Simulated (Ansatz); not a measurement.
# ZnSnN2 (Pna2_1): the G0W0 gap against the k mesh

Wanted: mesh convergence of the gap correction in ZnSnN2 (Pna2_1).

Program: Ansatz 0.2.0. Level of theory: G0W0 on PBE, plane waves, PAW; PAW set soft_1. Results are calculated unless marked as measured.

## Step 1: The starting structure

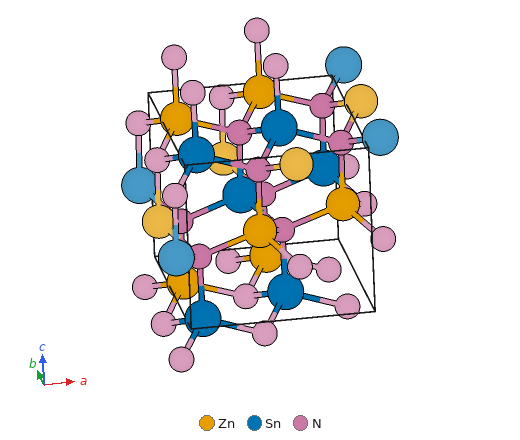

The cell as given, slightly off an axis (zinc orange, tin blue, nitrogen pink). Some periodic images of atoms are drawn too.

As a file:

```cif
data_structure
_symmetry_space_group_name_H-M 'P 1'
_symmetry_Int_Tables_number 1
_cell_length_a 5.8543
_cell_length_b 6.7375
_cell_length_c 5.4806
_cell_angle_alpha 90.000
_cell_angle_beta 90.000
_cell_angle_gamma 90.000
_cell_volume 216.17
loop_
_atom_site_label
_atom_site_type_symbol
_atom_site_fract_x
_atom_site_fract_y
_atom_site_fract_z
_atom_site_occupancy
Zn1 Zn 0.58306 0.87495 0.99881 1
Zn2 Zn 0.41694 0.12505 0.49881 1
Zn3 Zn 0.91694 0.37495 0.49881 1
Zn4 Zn 0.08306 0.62505 0.99881 1
Sn5 Sn 0.58840 0.37506 0.99927 1
Sn6 Sn 0.41160 0.62494 0.49927 1
Sn7 Sn 0.91160 0.87506 0.49927 1
Sn8 Sn 0.08840 0.12494 0.99927 1
N9 N 0.58240 0.37437 0.37835 1
N10 N 0.41760 0.62563 0.87835 1
N11 N 0.91760 0.87437 0.87835 1
N12 N 0.08240 0.12563 0.37835 1
N13 N 0.57972 0.87579 0.37356 1
N14 N 0.42028 0.12421 0.87356 1
N15 N 0.92028 0.37579 0.87356 1
N16 N 0.07972 0.62421 0.37356 1
```

The cell and positions are those that the Materials Project relaxed with its own functionals (PBE, PBE+U or r2SCAN), kept fixed.

## Step 2: The 2×2×2 mesh

Now the one-shot GW correction: screening in the RPA, then the self-energy of the levels asked for. This step takes PAW set soft_1 files.

File input.yaml:

```yaml
crystal:
  lattice:
    - [5.8542731, 0.0, 0.0]
    - [0.0, 6.7374542, 0.0]
    - [0.0, 0.0, 5.48058331]
  atoms:
    - { symbol: Zn, position: [0.58306262, 0.87494525, 0.99881237] }
    - { symbol: Zn, position: [0.41693738, 0.12505475, 0.49881237] }
    - { symbol: Zn, position: [0.91693738, 0.37494525, 0.49881237] }
    - { symbol: Zn, position: [0.08306262, 0.62505475, 0.99881237] }
    - { symbol: Sn, position: [0.58840042, 0.37506264, 0.9992746] }
    - { symbol: Sn, position: [0.41159958, 0.62493736, 0.4992746] }
    - { symbol: Sn, position: [0.91159958, 0.87506264, 0.4992746] }
    - { symbol: Sn, position: [0.08840042, 0.12493736, 0.9992746] }
    - { symbol: "N", position: [0.58239595, 0.37436694, 0.37835473] }
    - { symbol: "N", position: [0.41760405, 0.62563306, 0.87835473] }
    - { symbol: "N", position: [0.91760405, 0.87436694, 0.87835473] }
    - { symbol: "N", position: [0.08239595, 0.12563306, 0.37835473] }
    - { symbol: "N", position: [0.57971582, 0.87578583, 0.37355931] }
    - { symbol: "N", position: [0.42028418, 0.12421417, 0.87355931] }
    - { symbol: "N", position: [0.92028418, 0.37578583, 0.87355931] }
    - { symbol: "N", position: [0.07971582, 0.62421417, 0.37355931] }
kpoints:
  mp_grid: { grid: [2, 2, 2] }
hamiltonian:
  xc: pbe
  pseudopotentials: { kind: paw, azcp: { folder: soft_1 } }
scf:
  occupations: { method: fixed }
gw:
  n_empty_bands: 490
  ecut_chi: 100
  qp_bands: [v4, c4]
  qp_kpoints: band_edges
  screening: { model: contour_deformation }
```

Command:

```bash
> ansatz run input.yaml --threads 2 --pin off --max-ram 92160MiB --backend cuda --events-out ev --progress --plain --runs-dir out --devices 1 --max-vram 13GiB
```

Numbers of over 12 decimals in the logs are rounded to 6 here.

Log:

```text
GPUs: using 1 of 1 available (devices: 1).
Engine: ansatz 0.2.0, x86_64-unknown-linux-gnu
Pseudopotentials: kind: paw
Pseudopotential: Zn, paw, valence charge 12, recommended cutoff 420 eV (normal), soft_1/Zn.paw.azcp
Pseudopotential: Sn, paw, valence charge 14, recommended cutoff 420 eV (normal), soft_1/Sn.paw.azcp
Pseudopotential: N, paw, valence charge 5, recommended cutoff 420 eV (normal), soft_1/N.paw.azcp
Functional definition: PBE
  parameter kappa = 0.804
  parameter beta = 0.066725
  exchange = pbe_x(kappa = kappa, mu = beta*pi^2/3)
  correlation = pbe_c(beta = beta)
device memory: the entry about to start is reckoned to put 3.0 GiB on a device that reports 53.3 GiB free (of which the cap on the GPU budget leaves the run 13.0 GiB)
GPU FFT provider: cuFFT
GPU libraries: cuBLAS 13.8.2, cuFFT 12.4.0, cuSOLVER 12.3.4
Crystal: 16 atoms, lattice volume = 216.170 Å³
Basis set: ecut = 420 eV, 4231 PW (Γ)
Bands: 88, of which v1, the nominal top of the filled ones, is band 72 counted from 1 (71 counted from 0)
Symmetry: 4 space group operations
Space group: Pna21 (ITA 33), of the structure as read, at distance tolerance 6.0e-5 Å
k-points: 8
Non-local potential: Zn, projectors of the file, l = 0: 2, l = 1: 2, l = 2: 3, l = 3: 1
Non-local potential: Sn, projectors of the file, l = 0: 2, l = 1: 2, l = 2: 2, l = 3: 1
Non-local potential: N, projectors of the file, l = 0: 2, l = 1: 2, l = 2: 1
PAW form: soft (Blöchl's): semilocal exchange-correlation on the pseudo side does not see the compensation charge
PAW one-centre angular grid: Zn, 590 points (default); XC on 64 Gauss nodes
PAW one-centre angular grid: Sn, 590 points (default); XC on 64 Gauss nodes
PAW one-centre angular grid: N, 110 points (default); XC on 64 Gauss nodes
Initial density: superposition of atomic densities (chi_scale 0.1, normalization cell, long waves kept (reshape's long-wave potential 0.01 eV rms))
Initial wavefunctions: pseudopotential atomic-orbital guess
GPU buffer pool allocated for 76800 grid points (all kernels)
GPU transforms: local potential and band sums: pruned to the plane-wave sphere, on 40×45×40
Functional: x = pbe(κ = 0.804, μ = 0.219515), c = pbe(β = 0.066725)
SCF iter   1: F=—  HF=-40449.230770 eV  |F-HF|=—  |Δ(HF+E_count)|=         —  Δρ=8.78e-2  dr2=1.99e1  ethr=3.10e-3  ⟨swp⟩=4.5  Hψ=2674  notcnv=0  defer=102
preconditioner: auto → Resta (q_TF=auto, 2.550 Å⁻¹)  ε∞=4.8  [insulator: Δε(μ)=1.084 eV  Ē_g=15.534 eV  n_scr=64 (ndim 8)  ℏωp=30.3 eV  f_vac=0.000  ε∞_Penn≈4.8]
SCF iter   2: F=—  HF=-40444.286905 eV  |F-HF|=—  |Δ(HF+E_count)|=    4.94e0  Δρ=3.27e-2  dr2=1.54e0  ethr=3.10e-3  ⟨swp⟩=3.0  Hψ=1357  notcnv=0  defer=108
SCF iter   3: F=—  HF=-40444.039868 eV  |F-HF|=—  |Δ(HF+E_count)|=   2.47e-1  Δρ=1.75e-2  dr2=5.24e-1  ethr=1.07e-3  ⟨swp⟩=3.0  Hψ=977  notcnv=0  defer=108
SCF iter   4: F=—  HF=-40444.041917 eV  |F-HF|=—  |Δ(HF+E_count)|=   2.05e-3  Δρ=1.08e-2  dr2=1.34e-1  ethr=3.64e-4  ⟨swp⟩=2.0  Hψ=978  notcnv=0  defer=108
SCF iter   5: F=—  HF=-40444.003824 eV  |F-HF|=—  |Δ(HF+E_count)|=   3.81e-2  Δρ=2.35e-3  dr2=9.07e-3  ethr=9.31e-5  ⟨swp⟩=2.0  Hψ=1170  notcnv=0  defer=110
SCF iter   6: F=—  HF=-40444.010771 eV  |F-HF|=—  |Δ(HF+E_count)|=   6.95e-3  Δρ=4.53e-4  dr2=3.75e-4  ethr=6.30e-6  ⟨swp⟩=2.1  Hψ=1060  notcnv=0  defer=110
SCF iter   7: F=—  HF=-40444.011244 eV  |F-HF|=—  |Δ(HF+E_count)|=   4.73e-4  Δρ=2.85e-4  dr2=1.44e-4  ethr=2.61e-7  ⟨swp⟩=2.0  Hψ=1191  notcnv=0  defer=107
SCF iter   8: F=—  HF=-40444.011373 eV  |F-HF|=—  |Δ(HF+E_count)|=   1.30e-4  Δρ=9.48e-5  dr2=1.75e-5  ethr=1.00e-7  ⟨swp⟩=2.0  Hψ=1040  notcnv=0  defer=96
SCF iter   9: F=—  HF=-40444.011379 eV  |F-HF|=—  |Δ(HF+E_count)|=   5.66e-6  Δρ=7.14e-5  dr2=1.20e-5  ethr=1.22e-8  ⟨swp⟩=2.0  Hψ=1042  notcnv=0  defer=78
SCF iter  10: F=—  HF=-40444.011378 eV  |F-HF|=—  |Δ(HF+E_count)|=   1.45e-6  Δρ=1.52e-5  dr2=3.18e-7  ethr=8.36e-9  ⟨swp⟩=2.0  Hψ=798  notcnv=0  defer=78
SCF iter  11: F=-40444.011378 eV  HF=-40444.011378 eV  |F-HF|=1.50e-8  |Δ(HF+E_count)|=   3.57e-7  Δρ=3.38e-6  dr2=1.88e-8  ethr=6.94e-11  ⟨swp⟩=12.2  Hψ=2995  notcnv=0
SCF 1 converged in 11 iterations: F = -40444.011378 eV  dr2 = 1.88e-8
[...]
device memory: the entry about to start is reckoned to put 3.7 GiB (of the 3.8 GiB reckoned in all, the device holds 0.1 GiB already) on a device that reports 56.4 GiB free (of which the cap on the GPU budget leaves the run 12.9 GiB)
NSCF: frozen V_eff on 8 k-points
[...]
device memory: the entry about to start is reckoned to put 3.9 GiB on a device that reports 56.5 GiB free (of which the cap on the GPU budget leaves the run 13.0 GiB)
NSCF: frozen V_eff on 8 k-points
G₀W₀ screening: q 1/8
[... further progress lines ...]
SCF converged after 11 iterations
Free energy (F): -40444.011378 eV
Harris-Foulkes:  -40444.011378 eV  (|F-HF|=1.50e-8)
Internal energy: -40444.011378 eV  (E = F + TS)
E sigma→0 (E₀):  -40444.011378 eV
Fermi energy:    9.822222 eV
--- Per-component energies (eV) ---
  E_band       = -0.301119
  E_kinetic    = 2284.990651
  E_local      = -12747.386280  (includes V_loc(G=0)·N_el)
  E_nonlocal   = 4152.567341
  E_hartree    = 5293.082478
  E_xc         = -1287.051217
  E_vxc        = -1121.395819  (∫ρ·V_xc dr)
  E_paw        = -26106.338726  (= ΣΔE_a)
  E_vpaw       = -3155.243435  (= ΣTr[D̂ρ^β])
  E_aug_tail   = 0.007052  (compensation charges beyond the density's cutoff)
  E_ewald      = -12033.882677
  E_smearing   = -0.000000  (= −TS)
  E_closure    = 0.000000  (closes the sum)
  Σ components = -40444.011378   (vs F -40444.011378, Δ=0.00e0)
--- Band table (eV; the first three rows and the last of 8) ---
  k-point 0: bands = [... 68 lower, 9.0420, 9.7442, 9.7837, 9.8222, 10.0184, 12.6149, 13.5027, 14.1126, ... 12 higher]
  k-point 1: bands = [... 68 lower, 9.3442, 9.3442, 9.3767, 9.3767, 12.3662, 12.3662, 13.2092, 13.2092, ... 12 higher]
  k-point 2: bands = [... 68 lower, 9.2434, 9.2434, 9.4091, 9.4091, 12.1356, 12.1356, 14.4273, 14.4273, ... 12 higher]
  k-point 7: bands = [... 68 lower, 8.4765, 8.4765, 8.6666, 8.6666, 13.4884, 13.4884, 13.5177, 13.5177, ... 12 higher]
--- G₀W₀: contour deformation, 8 samples at zero and on the imaginary axis and 1 off it, 8 q-points, 490 empty bands' worth ---
  eigenvalues of the whole cell's RPA ε∞ on this k-mesh (on a slab, of 1 + 4πα/V) = 547.6197, 739.6350, 1176.3965; static W/v taken at q = 0 is 0.001285
  bands read: the sum over 562 bands ends inside a degenerate multiplet in 1 slot, whose members it reads at an even weight; the widest, k=5: bands 561 to 564 (counted from 1) at 2/4 each
  gw.qp_kpoints: band_edges: 8 of 8 stored k-points solved, in 1 pass; an edge of the gap read off the rows below is read off those points alone
    ik  band        ε_KS         Σx   Σc(E_QP)       V_xc       Z   E_QP_lin       E_QP  E_QP is
     0    69      9.0420   -25.6174     4.2682   -20.9907  0.7092     8.6790     8.6835  root
     0    70      9.7442   -25.3072     3.7072   -21.4166  0.7140     9.5593     9.5608  root
     0    71      9.7837   -25.8560     3.8051   -21.8521  0.7141     9.5835     9.5850  root
     0    72      9.8222   -25.7375     3.7390   -21.8120  0.7145     9.6341     9.6357  root
     0    73     10.0184   -11.4887    -3.5309   -15.3160  0.7473    10.3169    10.3148  root
     0    74     12.6149   -10.6754    -4.4501   -15.5838  0.7490    13.0805    13.0733  root
     0    75     13.5027   -11.4241    -4.6264   -16.6426  0.7322    14.1080    14.0947  root
     0    76     14.1126    -9.5136    -4.4720   -14.2288  0.7535    14.3576    14.3558  root
     1    69      9.3442   -25.5123     3.9862   -21.2544  0.7124     9.0703     9.0725  root
     1    70      9.3442   -25.5123     3.9862   -21.2544  0.7124     9.0703     9.0725  root
     1    71      9.3767   -25.4727     3.9664   -21.2417  0.7127     9.1099     9.1120  root
     1    72      9.3767   -25.4727     3.9664   -21.2417  0.7127     9.1099     9.1120  root
     1    73     12.3662   -11.4301    -4.1340   -16.0313  0.7391    12.8408    12.8333  root
     1    74     12.3662   -11.4301    -4.1340   -16.0313  0.7391    12.8408    12.8333  root
[...]
7    72      8.6666   -24.8209     4.2804   -20.1361  0.7056     8.2563     8.2621  root
     7    73     13.4884   -11.2254    -4.4849   -16.2111  0.7346    13.9984    13.9891  root
     7    74     13.4884   -11.2254    -4.4849   -16.2111  0.7346    13.9984    13.9891  root
     7    75     13.5177   -11.0193    -4.4453   -15.9415  0.7348    14.0027    13.9946  root
     7    76     13.5177   -11.0193    -4.4453   -15.9415  0.7348    14.0027    13.9946  root
```

It took 26 s on 1 × NVIDIA H100 80GB HBM3 (shared by 6 runs) with 2 threads of AMD EPYC 7R13 (Zen 3), shared host; peak memory 1.9 GiB; 28 s of CPU time.

The column dr2 measures how far the density is from self-consistency, as an energy; F and HF (Harris–Foulkes) agree once it is small.

Numbers from this step:

| Quantity | Value |
| --- | --- |
| bands summed | 562 |
| RPA ε∞ on this mesh (eigenvalues) | 547.6, 739.6, 1176 |
| plane waves in the screening matrix | 495 |
| q-points in the mesh | 8 |
| G0W0 gap on the mesh | 0.6791 eV |
| k of the valence top | 0, 0, 0 |
| k of the conduction bottom | 0, 0, 0 |
| starting gap on the mesh | 0.1962 eV |
| Z at the valence top | 0.7145 |
| Z at the conduction bottom | 0.7473 |
| least direct G0W0 gap on the computed points | 0.6791 eV |

The gap on the mesh goes from 0.20 eV to 0.68 eV, a correction of +0.48 eV. Between the two edge states, bare exchange in place of the xc potential would open the gap by 7.75 eV, and correlation takes back 7.27 eV.

## Step 3: The 2×2×4 mesh

A second mesh at equal bands and cutoff isolates the sampling error.

Edit input.yaml of step 2 so:

```diff
@@ -23,3 +23,3 @@
 kpoints:
-  mp_grid: { grid: [2, 2, 2] }
+  mp_grid: { grid: [2, 2, 4] }
 hamiltonian:
```

Log:

```text
GPUs: using 1 of 1 available (devices: 1).
[...]
GPU FFT provider: cuFFT
GPU libraries: cuBLAS 13.8.2, cuFFT 12.4.0, cuSOLVER 12.3.4
Crystal: 16 atoms, lattice volume = 216.170 Å³
Basis set: ecut = 420 eV, 4231 PW (Γ)
Bands: 88, of which v1, the nominal top of the filled ones, is band 72 counted from 1 (71 counted from 0)
Symmetry: 4 space group operations
[...]
k-points: 12 of 16 (time reversal used)
[...]
GPU buffer pool allocated for 76800 grid points (all kernels)
[...]
SCF iter   1: F=—  HF=-40449.256996 eV  |F-HF|=—  |Δ(HF+E_count)|=         —  Δρ=8.77e-2  dr2=1.98e1  ethr=3.10e-3  ⟨swp⟩=4.4  Hψ=4014  notcnv=0  defer=157
[...]
SCF iter  11: F=-40444.051426 eV  HF=-40444.051426 eV  |F-HF|=1.67e-8  |Δ(HF+E_count)|=   3.31e-7  Δρ=2.85e-6  dr2=1.48e-8  ethr=6.94e-11  ⟨swp⟩=12.0  Hψ=4559  notcnv=0
SCF 1 converged in 11 iterations: F = -40444.051426 eV  dr2 = 1.48e-8
[...]
0    69      9.0407   -25.6093     4.2239   -20.9918  0.7022     8.6385     8.6471  root
     0    70      9.7396   -24.8652     3.2712   -21.4093  0.7120     9.5528     9.5549  root
     0    71      9.7829   -25.8606     3.7646   -21.8532  0.7076     9.5375     9.5402  root
     0    72      9.8219   -25.7624     3.7160   -21.8126  0.7079     9.5856     9.5881  root
     0    73     10.0181   -11.8631    -3.1489   -15.3236  0.7459    10.3335    10.3296  root
     0    74     12.6153   -10.6897    -4.3973   -15.5846  0.7412    13.1268    13.1129  root
     0    75     13.5018   -11.4626    -4.5671   -16.6444  0.7230    14.1424    14.1165  root
     0    76     14.1119    -9.5250    -4.4124   -14.2301  0.7460    14.4088    14.4045  root
[...]
10    73     12.9408   -11.3739    -4.2256   -16.1267  0.7307    13.4836    13.4679  root
    10    74     13.0093   -11.3208    -4.2646   -16.1291  0.7298    13.5698    13.5529  root
    10    75     13.4039   -10.6539    -4.2688   -15.3893  0.7340    13.8822    13.8705  root
    10    76     13.4141   -10.8193    -4.2970   -15.5994  0.7346    13.9099    13.8972  root
[key lines of the parts left out:]
SCF converged after 11 iterations
Free energy (F): -40444.051426 eV
Fermi energy:    9.821875 eV
```

Elapsed: 26 s, on 1 × NVIDIA H100 80GB HBM3 (shared by 6 runs) with 2 threads; peak memory 2.2 GiB; 38 s of CPU time.

This step gave:

```yaml
bands_summed: 562
rpa_eps_infinity_on_this_mesh_eigenvalues: 278.6, 393.1, 635.0
plane_waves_in_the_screening_matrix: 495
q_points_in_the_mesh: 16
g0w0_gap_on_the_mesh: 0.7415 eV
k_of_the_valence_top: 0, 0, 0
k_of_the_conduction_bottom: 0, 0, 0
starting_gap_on_the_mesh: 0.1962 eV
z_at_the_valence_top: 0.7079
z_at_the_conduction_bottom: 0.7459
least_direct_g0w0_gap_on_the_computed_points: 0.7415 eV
```

Against the run with 2×2×2 mesh, 490 empty bands, screening to 100 eV, PAW set soft_1 files, the gap moves by +0.06 eV.

## Step 4: The 4×4×4 mesh

Edit input.yaml of step 3 so:

```diff
@@ -23,3 +23,3 @@
 kpoints:
-  mp_grid: { grid: [2, 2, 4] }
+  mp_grid: { grid: [4, 4, 4] }
 hamiltonian:
```

Log:

```text
GPUs: using 1 of 1 available (devices: 1).
[...]
GPU FFT provider: cuFFT
GPU libraries: cuBLAS 13.8.2, cuFFT 12.4.0, cuSOLVER 12.3.4
Crystal: 16 atoms, lattice volume = 216.170 Å³
Basis set: ecut = 420 eV, 4231 PW (Γ)
Bands: 88, of which v1, the nominal top of the filled ones, is band 72 counted from 1 (71 counted from 0)
Symmetry: 4 space group operations
[...]
k-points: 27 of 64 (time reversal used)
[...]
15    76     14.1340   -11.1066    -4.7358   -16.3967  0.6978    14.7650    14.6882  root ?
[...]
20    73     12.9803   -10.4722    -4.1512   -15.0130  0.7176    13.3970    13.3699  root
    20    74     12.9803   -10.4722    -4.1512   -15.0130  0.7176    13.3970    13.3699  root
    20    75     12.9803   -10.4722    -4.1512   -15.0130  0.7176    13.3970    13.3699  root
    20    76     12.9803   -10.4722    -4.1512   -15.0130  0.7176    13.3970    13.3699  root
[key lines of the parts left out:]
SCF converged after 11 iterations
Free energy (F): -40444.202674 eV
Fermi energy:    9.807710 eV
```

The job ended after 2.2 min (1 × NVIDIA H100 80GB HBM3 (shared by 6 runs) with 2 threads; peak memory 3.7 GiB).

Numbers from this step:

```yaml
bands_summed: 562
rpa_eps_infinity_on_this_mesh_eigenvalues: 75.16, 98.13, 154.5
plane_waves_in_the_screening_matrix: 495
g0w0_gap_on_the_mesh: 0.7351 eV
k_of_the_valence_top: 0, 0, 0
k_of_the_conduction_bottom: 0, 0, 0
starting_gap_on_the_mesh: 0.2039 eV
least_direct_g0w0_gap_on_the_computed_points: 0.7351 eV
```

Against the run with 2×2×4 mesh, 490 empty bands, screening to 100 eV, PAW set soft_1 files, the gap moves by −0.006 eV.

## Step 5: The meshes together

Times are wall times on 1 × NVIDIA H100 80GB HBM3 (shared by 6 runs) with 2 threads of AMD EPYC 7R13 (Zen 3), shared host, good to a factor of about two.

```tsv
mesh	points	irreducible	start (eV)	G0W0 (eV)	shift (eV)	RPA ε∞ (mean)	time
2×2×2	8	8	0.196	0.679	+0.483	821.22	26 s
2×2×4	16	12	0.196	0.742	+0.545	435.57	26 s
4×4×4	64	27	0.204	0.735	+0.531	109.27	2.2 min
```

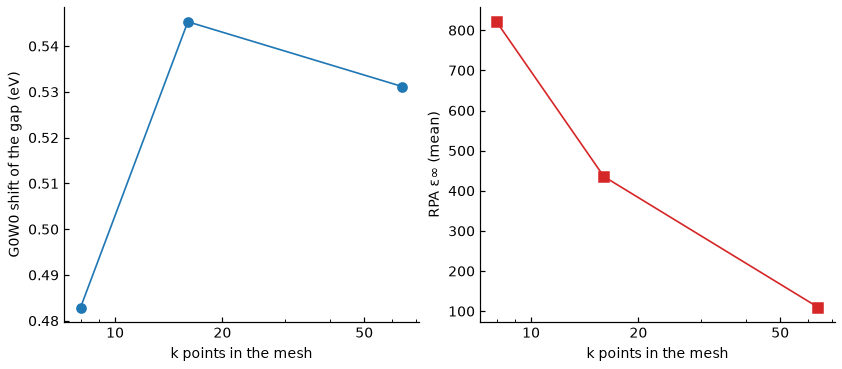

Shift and screening against the mesh.

## Step 6: Outcome

```json
{
  "2×2×2": "0.679 eV (shift +0.483)",
  "2×2×4": "0.742 eV (shift +0.545)",
  "4×4×4": "0.735 eV (shift +0.531)",
  "settings": "PBE start, 490 empty bands, 100 eV"
}
```

**Reading.** The shift is +0.48 eV on 2×2×2 and +0.53 eV on 4×4×4; the last step moves it by −0.014 eV. The RPA ε∞ (mean) ranges from 109.27 to 821.22 and ends at 109.27; the coarsest mesh overstates it. From 8 to 64 points the time grows 5.1-fold. Bands and cutoff are modest here, so the values stand off the basis limit. The 4×4×4 mesh is coarse for this cell (its supercell is 22 Å along the shortest edge). The RPA ε∞ on it, from the PBE start, is 75.16, 98.13 and 154.51; such meshes misread the long-range screening, most where the gap is narrow. On this mesh the RPA ε∞ passes 90, more than nearly any semiconductor shows; a coarse mesh does this where one point with a narrow direct gap carries much weight. The screening is then too strong, and the G0W0 gap should not be taken as the material's. A d shell, filled or nearly so, lies near the gap. One-shot GW converges very slowly in bands there, not always from below, and on a semilocal start the gap tends to come out low; starts rich in exact exchange can overshoot instead. The many-body steps are scalar-relativistic: spin-orbit coupling is not in them.

[Paths, hosts, dates, memory and timing lines, banners, echoed tables and standing remarks are left out of the program output.]

[Logs are printed without paths, hosts, clocks, repeated set-up lines and the standing remarks that a program may print on its own settings, such as how far it seeks lower states.]

[Runs of the session that timed out or met a known fault of the program may be left out.]

[Cells called generated may have been cut or substituted from an entry of the Crystallography Open Database or the Materials Project.]

[Hosts, paths, dates, database ids (printed as entryN), source tags and the programs' standing remarks are cut or masked in the printed files.]
